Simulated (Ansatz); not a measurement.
# LuBe3: relaxing a made-up structure

Starting from a made-up structure for LuBe3, the aim is the relaxed cell, its shortest contacts and, where a second run follows, its electronic structure.

Main program and level: Ansatz 0.2.0; DFT, PBE, plane-wave PAW, files of the set soft_1, scalar-relativistic, no spin, cell and ions relaxed at zero pressure; PAW set soft_1, in the first sound run; inputs show where later runs differ.

## 1. Starting point

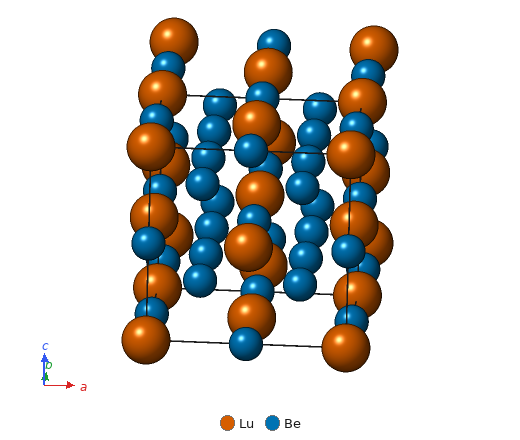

The cell as given, slightly off an axis (lutetium orange, beryllium blue). 1×2×1 cells are drawn. This picture shows the conventional cell, with its axes. Some periodic images of atoms are drawn too.

As a file:

```cif
data_structure
_symmetry_space_group_name_H-M 'Fm-3m'
_symmetry_Int_Tables_number 225
_cell_length_a 5.8170
_cell_length_b 5.8170
_cell_length_c 5.8170
_cell_angle_alpha 90.000
_cell_angle_beta 90.000
_cell_angle_gamma 90.000
_cell_volume 196.83
loop_
_atom_site_label
_atom_site_type_symbol
_atom_site_symmetry_multiplicity
_atom_site_Wyckoff_symbol
_atom_site_fract_x
_atom_site_fract_y
_atom_site_fract_z
_atom_site_occupancy
Lu1 Lu 4 a 0.00000 0.00000 0.00000 1
Be1 Be 8 c 0.25000 0.25000 0.75000 1
Be2 Be 4 b 0.50000 0.00000 0.00000 1
```

## 2. Relaxation of the guess

The guessed cell has no reason to be at equilibrium. It is relaxed with the atoms, within the space group of the guess.

Input file input.yaml:

```yaml
crystal:
  lattice:
    - [0.0, 2.9085, 2.9085]
    - [2.9085, 0.0, 2.9085]
    - [2.9085, 2.9085, 0.0]
  atoms:
    - { symbol: Lu, position: [0.0, 0.0, 0.0] }
    - { symbol: Be, position: [0.75, 0.75, 0.75] }
    - { symbol: Be, position: [0.25, 0.25, 0.25] }
    - { symbol: Be, position: [0.5, 0.5, 0.5] }
kpoints:
  mp_grid: { grid: [8, 8, 8] }
scf:
  occupations: { method: fermi_dirac, width: 0.05 }
hamiltonian:
  xc: pbe
  pseudopotentials: { kind: paw, azcp: { folder: soft_1 } }
relax:
  f_tol: 0.015
  max_steps: 70
  cell: {}
output:
  forces: true
  stress: true
```

Run with:

```sh
> ansatz run input.yaml --threads 4 --pin off --max-ram 8192MiB --backend cpu --events-out ev --progress --plain --runs-dir out
```

Numbers of over 12 decimals in the logs are rounded to 6 here.

Log:

```text
Engine: ansatz 0.2.0, aarch64-unknown-linux-gnu
Pseudopotentials: kind: paw
Pseudopotential: Lu, paw, valence charge 25, recommended cutoff 420 eV (normal), soft_1/Lu.paw.azcp
Pseudopotential: Be, paw, valence charge 2, recommended cutoff 420 eV (normal), soft_1/Be.paw.azcp
Functional definition: PBE
  parameter kappa = 0.804
  parameter beta = 0.066725
  exchange = pbe_x(kappa = kappa, mu = beta*pi^2/3)
  correlation = pbe_c(beta = beta)
Crystal: 4 atoms, lattice volume = 49.208 Å³
Basis set: ecut = 420 eV, 941 PW (Γ), exchange–correlation on 60×60×60 points (8 copies of the dense FFT grid, shifted against one another)
Bands: 20, of which v1, the nominal top of the filled ones, is band 16 counted from 1 (15 counted from 0)
Symmetry: 48 space group operations
Space group: Fm-3m (ITA 225), of the structure as read, at distance tolerance 3.7e-5 Å
k-points: 29 of 512
Non-local potential: Lu, projectors of the file, l = 0: 3, l = 1: 2, l = 2: 2, l = 3: 3
Non-local potential: Be, projectors of the file, l = 0: 2, l = 1: 2, l = 2: 1
PAW form: soft (Blöchl's): semilocal exchange-correlation on the pseudo side does not see the compensation charge
PAW one-centre angular grid: Lu, 590 points (default); XC on 64 Gauss nodes
PAW one-centre angular grid: Be, 110 points (default); XC on 64 Gauss nodes
Initial density: superposition of atomic densities (chi_scale 0.1, normalization cell, long waves kept (reshape's long-wave potential 0.00 eV rms))
Initial wavefunctions: pseudopotential atomic-orbital guess
Functional: x = pbe(κ = 0.804, μ = 0.219515), c = pbe(β = 0.066725)
SCF iter   1: F=—  HF=-15010.999261 eV  |F-HF|=—  |Δ(HF+E_count)|=         —  Δρ=3.52e-2  dr2=6.70e-1  ethr=3.10e-3  ⟨swp⟩=6.2  Hψ=3378  notcnv=0
preconditioner: auto → Kerker (q_TF=auto, 2.526 Å⁻¹)  [metal: Δε(μ)=0.030 eV  Ē_g=10.685 eV  σ=0.050 eV  W_gap=0.14  n_scr=14 (ndim 8)  ℏωp=28.5 eV  f_vac=0.000  D(μ)=3.00/eV (n_scr^D=26)]
SCF iter   2: F=—  HF=-15010.873855 eV  |F-HF|=—  |Δ(HF+E_count)|=   1.25e-1  Δρ=1.34e-2  dr2=8.66e-2  ethr=2.16e-3  ⟨swp⟩=3.9  Hψ=1784  notcnv=0  defer=3
SCF iter   3: F=—  HF=-15010.791271 eV  |F-HF|=—  |Δ(HF+E_count)|=   8.26e-2  Δρ=1.20e-2  dr2=1.03e-1  ethr=2.79e-4  ⟨swp⟩=3.0  Hψ=1763  notcnv=0  defer=3
SCF iter   4: F=—  HF=-15010.768527 eV  |F-HF|=—  |Δ(HF+E_count)|=   2.27e-2  Δρ=5.33e-3  dr2=2.25e-2  ethr=2.79e-4  ⟨swp⟩=3.9  Hψ=1256  notcnv=0  defer=3
SCF iter   5: F=—  HF=-15010.763981 eV  |F-HF|=—  |Δ(HF+E_count)|=   4.55e-3  Δρ=1.15e-3  dr2=8.73e-4  ethr=7.25e-5  ⟨swp⟩=3.1  Hψ=1548  notcnv=0  defer=2
SCF iter   6: F=—  HF=-15010.763622 eV  |F-HF|=—  |Δ(HF+E_count)|=   3.60e-4  Δρ=5.40e-4  dr2=1.20e-4  ethr=2.82e-6  ⟨swp⟩=2.6  Hψ=1119  notcnv=0  defer=2
SCF iter   7: F=—  HF=-15010.763612 eV  |F-HF|=—  |Δ(HF+E_count)|=   1.01e-5  Δρ=3.50e-5  dr2=4.75e-7  ethr=3.86e-7  ⟨swp⟩=2.1  Hψ=1001  notcnv=0  defer=2
SCF iter   8: F=—  HF=-15010.763622 eV  |F-HF|=—  |Δ(HF+E_count)|=   1.07e-5  Δρ=1.18e-5  dr2=4.06e-8  ethr=3.23e-10  ⟨swp⟩=7.3  Hψ=3296  notcnv=0
SCF iter   9: F=-15010.763622 eV  HF=-15010.763622 eV  |F-HF|=3.20e-10  |Δ(HF+E_count)|=   5.00e-9  Δρ=1.04e-6  dr2=3.59e-10  ethr=1.31e-10  ⟨swp⟩=3.9  Hψ=2851  notcnv=0
SCF 1 converged in 9 iterations: F = -15010.763622 eV  dr2 = 3.59e-10
  greatest PAW one-centre occupation: 0.998 electrons in one spin orbital (limit 2), on the Lu atom at site 0 (counted from 0), in its partial waves of l = 0
relax step   1: F+E_penalty+E_count = -15010.76362245 eV  Δ(F+E_penalty+E_count) = +0.000e0 eV  max|allowed force component| = 1.482e-18 eV/Å  Δτ_max = 0.0000 Å  P = +2.888 GPa  Ω = 49.208 Å³  (9 SCF iters, dr2 threshold 1.00e-7 eV, accepted)
Crystal: 4 atoms, lattice volume = 51.265 Å³
Basis set: ecut = 420 eV, 965 PW (Γ), exchange–correlation on 60×60×60 points (8 copies of the dense FFT grid, shifted against one another)
Initial density: handed on by an earlier stage of this run
Initial wavefunctions: those handed on with the density
iter 1 solved again at ethr=1.73e-5 eV; its pass at ethr=3.10e-3 eV (dr2=5.36e-3 eV) is discarded
SCF iter   1: F=—  HF=-15010.777149 eV  |F-HF|=—  |Δ(HF+E_count)|=         —  Δρ=3.15e-3  dr2=5.00e-3  ethr=1.73e-5  ⟨swp⟩=2.9  Hψ=4742  notcnv=0
preconditioner: auto → Kerker (q_TF=auto, 2.509 Å⁻¹)  [metal: Δε(μ)=0.004 eV  Ē_g=11.515 eV  σ=0.050 eV  W_gap=0.02  n_scr=14 (ndim 8)  ℏωp=27.9 eV  f_vac=0.000  D(μ)=3.19/eV (n_scr^D=26)]
SCF iter   2: F=—  HF=-15010.776139 eV  |F-HF|=—  |Δ(HF+E_count)|=   1.01e-3  Δρ=7.09e-4  dr2=4.11e-4  ethr=1.61e-5  ⟨swp⟩=3.2  Hψ=1473  notcnv=0
SCF iter   3: F=—  HF=-15010.775486 eV  |F-HF|=—  |Δ(HF+E_count)|=   6.54e-4  Δρ=9.68e-4  dr2=6.73e-4  ethr=1.33e-6  ⟨swp⟩=3.1  Hψ=1329  notcnv=0
SCF iter   4: F=—  HF=-15010.775291 eV  |F-HF|=—  |Δ(HF+E_count)|=   1.95e-4  Δρ=2.87e-4  dr2=8.56e-5  ethr=1.33e-6  ⟨swp⟩=2.4  Hψ=1179  notcnv=0
SCF iter   5: F=—  HF=-15010.775301 eV  |F-HF|=—  |Δ(HF+E_count)|=   9.62e-6  Δρ=7.85e-5  dr2=4.18e-6  ethr=2.76e-7  ⟨swp⟩=2.6  Hψ=1183  notcnv=0
SCF iter   6: F=-15010.775299 eV  HF=-15010.775299 eV  |F-HF|=7.93e-8  |Δ(HF+E_count)|=   1.30e-6  Δρ=2.55e-5  dr2=2.79e-7  ethr=1.29e-9  ⟨swp⟩=5.8  Hψ=3775  notcnv=0
SCF 2 converged in 6 iterations: F = -15010.775299 eV  dr2 = 2.79e-7
relax step   2: F+E_penalty+E_count = -15010.77529936 eV  Δ(F+E_penalty+E_count) = -1.168e-2 eV  max|allowed force component| = 1.662e-17 eV/Å  Δτ_max = 0.0000 Å  P = -0.855 GPa  Ω = 51.265 Å³  energy of the carried Pulay correction = -5.944e-4 eV  (6 SCF iters, dr2 threshold 4.00e-7 eV, accepted)
Crystal: 4 atoms, lattice volume = 50.780 Å³
iter 1 solved again at ethr=1.47e-6 eV; its pass at ethr=3.10e-3 eV (dr2=4.55e-4 eV) is discarded
SCF iter   1: F=—  HF=-15010.776875 eV  |F-HF|=—  |Δ(HF+E_count)|=         —  Δρ=6.63e-4  dr2=2.20e-4  ethr=1.47e-6  ⟨swp⟩=3.2  Hψ=4255  notcnv=0
preconditioner: auto → Kerker (q_TF=auto, 2.513 Å⁻¹)  [metal: Δε(μ)=0.011 eV  Ē_g=11.432 eV  σ=0.050 eV  W_gap=0.05  n_scr=14 (ndim 8)  ℏωp=28.1 eV  f_vac=0.000  D(μ)=3.14/eV (n_scr^D=26)]
SCF iter   2: F=—  HF=-15010.776831 eV  |F-HF|=—  |Δ(HF+E_count)|=   4.46e-5  Δρ=1.50e-4  dr2=1.87e-5  ethr=7.09e-7  ⟨swp⟩=3.4  Hψ=1415  notcnv=0
SCF iter   3: F=—  HF=-15010.776806 eV  |F-HF|=—  |Δ(HF+E_count)|=   2.50e-5  Δρ=2.06e-4  dr2=2.92e-5  ethr=6.05e-8  ⟨swp⟩=3.1  Hψ=1247  notcnv=0
SCF iter   4: F=—  HF=-15010.776798 eV  |F-HF|=—  |Δ(HF+E_count)|=   7.77e-6  Δρ=6.67e-5  dr2=4.33e-6  ethr=6.05e-8  ⟨swp⟩=2.2  Hψ=1050  notcnv=0
SCF iter   5: F=—  HF=-15010.776798 eV  |F-HF|=—  |Δ(HF+E_count)|=   1.55e-7  Δρ=4.99e-5  dr2=1.25e-6  ethr=1.40e-8  ⟨swp⟩=2.9  Hψ=1071  notcnv=0
SCF iter   6: F=-15010.776797 eV  HF=-15010.776797 eV  |F-HF|=4.67e-9  |Δ(HF+E_count)|=   4.45e-7  Δρ=5.01e-6  dr2=1.24e-8  ethr=1.29e-9  ⟨swp⟩=6.7  Hψ=3072  notcnv=0
SCF 3 converged in 6 iterations: F = -15010.776797 eV  dr2 = 1.24e-8
relax step   3: F+E_penalty+E_count = -15010.77679722 eV  Δ(F+E_penalty+E_count) = -1.498e-3 eV  max|allowed force component| = 1.532e-17 eV/Å  Δτ_max = 0.0000 Å  P = -0.037 GPa  Ω = 50.780 Å³  energy of the carried Pulay correction = -4.565e-4 eV  (6 SCF iters, dr2 threshold 4.00e-7 eV, accepted)
Initial wavefunctions: pseudopotential atomic-orbital guess (no wavefunctions were taken with the density)
iter 1 solved again at ethr=2.79e-8 eV; its pass at ethr=3.10e-3 eV (dr2=8.64e-6 eV) is discarded
SCF iter   1: F=—  HF=-15010.777288 eV  |F-HF|=—  |Δ(HF+E_count)|=         —  Δρ=3.52e-5  dr2=8.83e-8  ethr=2.79e-8  ⟨swp⟩=5.7  Hψ=6219  notcnv=0
preconditioner: auto → Kerker (q_TF=auto, 2.513 Å⁻¹)  [metal: Δε(μ)=0.010 eV  Ē_g=11.449 eV  σ=0.050 eV  W_gap=0.05  n_scr=14 (ndim 8)  ℏωp=28.1 eV  f_vac=0.000  D(μ)=3.14/eV (n_scr^D=26)]
SCF iter   2: F=—  HF=-15010.777302 eV  |F-HF|=—  |Δ(HF+E_count)|=   1.43e-5  Δρ=2.78e-5  dr2=1.99e-7  ethr=2.85e-10  ⟨swp⟩=3.4  Hψ=1533  notcnv=0
SCF iter   3: F=—  HF=-15010.777302 eV  |F-HF|=—  |Δ(HF+E_count)|=   4.87e-8  Δρ=1.61e-5  dr2=3.11e-8  ethr=2.85e-10  ⟨swp⟩=3.0  Hψ=1202  notcnv=0
SCF iter   4: F=—  HF=-15010.777302 eV  |F-HF|=—  |Δ(HF+E_count)|=   5.22e-8  Δρ=1.79e-6  dr2=5.28e-10  ethr=1.00e-10  ⟨swp⟩=2.0  Hψ=1032  notcnv=0
SCF iter   5: F=—  HF=-15010.777302 eV  |F-HF|=—  |Δ(HF+E_count)|=   1.07e-9  Δρ=7.94e-7  dr2=9.06e-11  ethr=1.70e-12  ⟨swp⟩=3.3  Hψ=1351  notcnv=0
SCF iter   6: F=-15010.777302 eV  HF=-15010.777302 eV  |F-HF|=3.64e-12  |Δ(HF+E_count)|=  9.46e-11  Δρ=1.40e-7  dr2=7.92e-12  ethr=1.00e-12  ⟨swp⟩=6.2  Hψ=2854  notcnv=0
SCF 4 converged in 6 iterations: F = -15010.777302 eV  dr2 = 7.92e-12
relax step   4: F+E_penalty+E_count = -15010.77730212 eV  Δ(F+E_penalty+E_count) = -5.049e-4 eV  max|allowed force component| = 1.446e-17 eV/Å  Δτ_max = 0.0000 Å  P = -0.030 GPa  Ω = 50.780 Å³  stress off target by 2.98e-2 GPa  SCF on the basis re-selected at this cell (its energy is not comparable with the rows above)  (6 SCF iters)
basis re-selected at this cell: Δ(F+E_penalty+E_count) = -5.049e-4 eV, ΔP = +0.007 GPa vs the last step (what re-selecting the basis moved, of the pressure what is left beyond the Pulay correction that the steps carried, after the strain that the cell walked since its last selection, with what the two solves' SCF thresholds leave and, on support functions, any second-order correction that the steps lacked; it is no m [...]
SCF converged after 6 iterations
Free energy (F): -15010.777302 eV
Harris-Foulkes:  -15010.777302 eV  (|F-HF|=3.64e-12)
Internal energy: -15010.754662 eV  (E = F + TS)
E sigma→0 (E₀):  -15010.765982 eV
Entropy (-TS):   -0.022640 eV (-5.660 meV/atom)
Fermi energy:    11.281262 eV
--- Per-component energies (eV) ---
  E_band       = -6.799763
  E_kinetic    = 482.525316
  E_local      = -7629.910717  (includes V_loc(G=0)·N_el)
  E_nonlocal   = 688.140735
  E_hartree    = 3246.829829
  E_xc         = -269.642749
  E_vxc        = -315.768490  (∫ρ·V_xc dr)
  E_paw        = -7595.240007  (= ΣΔE_a)
  E_vpaw       = 274.553664  (= ΣTr[D̂ρ^β])
  E_aug_tail   = -0.000020  (compensation charges beyond the density's cutoff)
  E_ewald      = -3933.457050
  E_smearing   = -0.022640  (= −TS)
  E_closure    = 0.000000  (closes the sum)
  Σ components = -15010.777302   (vs F -15010.777302, Δ=0.00e0)
--- Forces (eV/Å), atoms counted from 1 ---
  atom   1  Lu    -0.00000000     0.00000000    -0.00000000
  atom   2  Be     0.00000000    -0.00000000    -0.00000000
  atom   3  Be     0.00000000     0.00000000     0.00000000
  atom   4  Be    -0.00000000    -0.00000000     0.00000000
  max |Σ_I F_I| component: 1.16e-18 eV/Å
--- Stress (GPa, compression-positive) ---
       -0.029834      -0.000000      -0.000000
       -0.000000      -0.029834       0.000000
       -0.000000      -0.000000      -0.029834
  P = ⅓ Tr σ = -0.0298 GPa (-0.298 kbar)
--- Relaxed structure (3 steps of the walk, 3 accepted, 1 SCFs on fresh bases) ---
  F+E_penalty+E_count = -15010.77730212 eV   max|allowed force component| = 1.446e-17 eV/Å   (the final SCF, on the basis selected at the relaxed cell)
  cell:  # Å, volume = 50.7800 Å³
    - [0, 2.939143, 2.939143]
    - [2.939143, 0, 2.939143]
    - [2.939143, 2.939143, 0]
  atoms:
    - { symbol: Lu, position: [0, 0, 0] }
    - { symbol: Be, position: [0.750000, 0.750000, 0.750000] }
    - { symbol: Be, position: [0.25, 0.25, 0.25] }
    - { symbol: Be, position: [0.5, 0.5, 0.5] }
```

Elapsed: 2.1 s, on 4 threads of Arm Neoverse V2, shared host; peak memory 0.43 GiB; 7.1 s of CPU time.

The steps of the relaxation:

| step | energy less that of the first step (eV) | largest force component (eV/Å) | pressure (GPa) | volume (Å³) |
| --- | --- | --- | --- | --- |
| 1 | 0.0000 | 0.0000 | 2.89 | 49.21 |
| 2 | -0.0117 | 0.0000 | -0.85 | 51.26 |
| 3 | -0.0132 | 0.0000 | -0.04 | 50.78 |
| 4* | -0.0137 | 0.0000 | -0.03 | 50.78 |

Relaxation steps marked * repeat the geometry before them on a plane-wave basis chosen anew for their cell, so energy and pressure can jump there.

The run keeps the 48 symmetry operations that it works with, so distortions that break them were not tested.

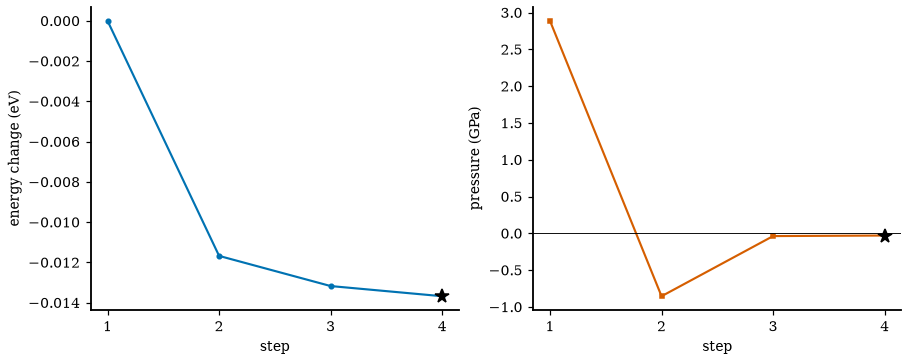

Energy and pressure along the relaxation. Stars mark steps on a basis chosen anew.

| conventional cell, symmetrised | before | after | change |
| --- | --- | --- | --- |
| a (Å) | 5.817 | 5.878 | +1.1 % |
| b (Å) | 5.817 | 5.878 | +1.1 % |
| c (Å) | 5.817 | 5.878 | +1.1 % |
| volume (Å³/atom) | 12.30 | 12.69 | +3.2 % |

This step gave:

| Item | Value |
| --- | --- |
| free energy | -15010.7773 eV |
| energy at zero smearing | -15010.7660 eV |
| smearing term TS | 0.02264 eV |
| Fermi energy | 11.28 eV |
| electrons | 31 |
| symmetry operations | 48 |
| pressure | -0.02983 GPa |

The shortest distance of each pair, which need not be the same contact before and after:

| pair | guess (Å) | relaxed (Å) |
| --- | --- | --- |
| Be–Be | 2.519 | 2.545 |
| Be–Lu | 2.519 | 2.545 |
| Lu–Lu | 4.113 | 4.157 |

The relaxation ends with a pressure of -0.03 GPa.

(Continued in part 2 of 2.)

[Logs are printed without paths, hosts, clocks, repeated set-up lines and the standing remarks that a program may print on its own settings, such as how far it seeks lower states.]

[Hosts, paths, dates, database ids (printed as entryN), source tags and the programs' standing remarks are cut or masked in the printed files.]
